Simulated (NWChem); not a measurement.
# SiH3Cl (chlorosilane): CAM-B3LYP/cc-pVDZ

Aim: the vertical ionisation energy of SiH3Cl (chlorosilane) at CAM-B3LYP/cc-pVDZ, from 2 runs. 

Program for the calculation: NWChem 7.3.0.

## 1. The structure to begin with

SiH3Cl: 5 atoms, total charge 0, spin state singlet. As SMILES, `[SiH3]Cl`. The coordinates come from a PBE0-D4/def2-TZVP relaxation.

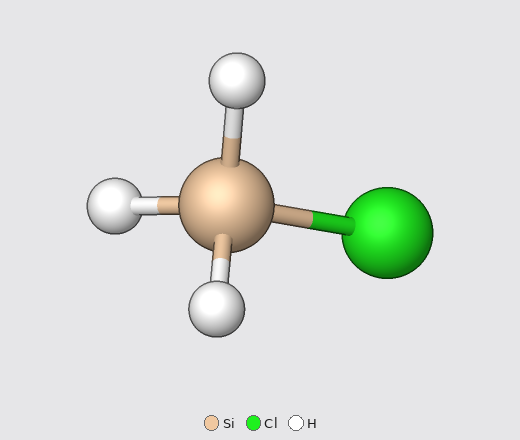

The structure, seen from a chosen angle (silicon light orange, chlorine green, hydrogen white).

## 2. The energy at CAM-B3LYP/cc-pVDZ

Input file clh3si.nw:

```
start clh3si
memory total 2200 mb

geometry units angstrom noautosym nocenter noautoz
  Si    -0.112000     0.018600    -0.030900
  Cl     1.838300    -0.513500     0.329900
  H     -0.950900    -0.488300     1.079100
  H     -0.534700    -0.585700    -1.314900
  H     -0.190800     1.495400    -0.104700
end

basis "ao basis" spherical bse
  * library cc-pVDZ
end

dft
  xc xcamb88 1.00 lyp 0.81 vwn_5 0.19 hfexch 1.00
  cam 0.33 cam_alpha 0.19 cam_beta 0.46
  grid fine
  convergence energy 1e-08
  direct
  iterations 100
  mulliken
  print low
end

task dft energy
```

Run with:

```console
$ nwchem clh3si.nw > clh3si.out
```

The log of the run (excerpt; [...] marks lines left out):

```text
[...]
 d= 0,ls=0.0,diis     1   -751.5168898731 -8.38D+02  9.07D-03  2.10D-01     5.9
[...]
 d= 0,ls=0.0,diis     8   -751.5428471344 -2.73D-10  1.86D-07  2.45D-11    36.8
         Total DFT energy =     -751.542847134358
      One electron energy =    -1210.167351750353
           Coulomb energy =      422.604035944854
    Exchange-Corr. energy =      -50.316755799109
 Nuclear repulsion energy =       86.337224470250
[...]
      Total Density - Mulliken Population Analysis
     ---------------------------------------------
    Atom       Charge   Shell Charges
 -----------   ------   -------------------------------------------------------
    1 Si  14    13.62   2.00  2.03  0.80  0.37  6.01  1.49  0.64  0.28
    2 Cl  17    17.22   2.00  2.03  0.95  0.93  6.00  3.11  2.18  0.02
    3 H    1     1.06   0.72  0.32  0.01
    4 H    1     1.06   0.72  0.32  0.01
    5 H    1     1.06   0.72  0.32  0.01
[...]
```

It took 38 s on 1 thread of Intel Xeon Platinum 8175M at 2.50GHz (Skylake/Cascade Lake), shared host; peak memory 0.11 GiB.

## 3. The doublet cation, same level

Input file mymol.nw:

```
start mymol
title "ClH3Si"
memory stack 880 mb heap 220 mb global 1100 mb
charge 1
geometry units angstroms noautosym nocenter noautoz
   Si    -0.112000     0.018600    -0.030900
   Cl     1.838300    -0.513500     0.329900
   H     -0.950900    -0.488300     1.079100
   H     -0.534700    -0.585700    -1.314900
   H     -0.190800     1.495400    -0.104700
end
basis spherical bse
   * library cc-pVDZ
end
dft
   xc xcamb88 1.00 lyp 0.81 vwn_5 0.19 hfexch 1.00
   cam 0.33 cam_alpha 0.19 cam_beta 0.46
   mult 2
   grid fine
   convergence energy 1e-08
   direct
   maxiter 100
   mulliken
   noprint "final vectors analysis"
end
task dft energy
```

Run with:

```console
$ nwchem mymol.nw > mymol.out
```

The log of the run (excerpt; [...] marks lines left out):

```text
[...]
          Wavefunction type:  spin polarized.
          No. of atoms     :     5
          No. of electrons :    33
[...]
          Charge           :     1
          Spin multiplicity:     2
[...]
          AO basis - number of functions:    51
[...]
              XC Information
              --------------
                     Hartree-Fock (Exact) Exchange  1.000
                   CAM-Becke88 Exchange Functional  1.000
                      VWN V Correlation Functional  0.190 local
              Lee-Yang-Parr Correlation Functional  0.810
[...]
 d= 0,ls=0.0,diis     1   -750.9322472653 -8.37D+02  1.29D-02  3.58D-01     6.0
[...]
 d= 0,ls=0.0,diis    13   -751.1182067378 -3.33D-09  3.94D-07  1.33D-10    63.1
[...]
         Total DFT energy =     -751.118206737850
      One electron energy =    -1200.460313835290
           Coulomb energy =      412.965396955491
    Exchange-Corr. energy =      -49.960514328300
 Nuclear repulsion energy =       86.337224470250
[...]
      Total Density - Mulliken Population Analysis
     ---------------------------------------------
    Atom       Charge   Shell Charges
 -----------   ------   -------------------------------------------------------
    1 Si  14    13.64   2.00  2.03  0.85  0.39  6.01  1.53  0.60  0.24
    2 Cl  17    16.68   2.00  2.03  1.02  0.89  6.00  3.01  1.70  0.02
    3 H    1     0.85   0.66  0.18  0.01
    4 H    1     0.91   0.69  0.21  0.01
    5 H    1     0.91   0.69  0.21  0.01
[...]
      <S2> =      0.7590 (Exact =     0.7500)
[...]
```

Wall time 64 s (1 thread of Intel Xeon Platinum 8175M at 2.50GHz (Skylake/Cascade Lake), shared host); peak memory 0.11 GiB.

## 4. Summary of results

Level: CAM-B3LYP/cc-pVDZ.

```
                                          quantity          value
                      singlet SiH3Cl: total energy  -751.54285 Eh
                      doublet cation: total energy  -751.11821 Eh
                              doublet cation: ⟨S²⟩          0.759
vertical ionisation energy (to the doublet cation)      11.555 eV
```

The vertical ionisation energy comes to 11.56 eV (1115 kJ/mol). Mulliken charges (doublet cation) run from +0.09 on H4 to +0.36 on Si1.
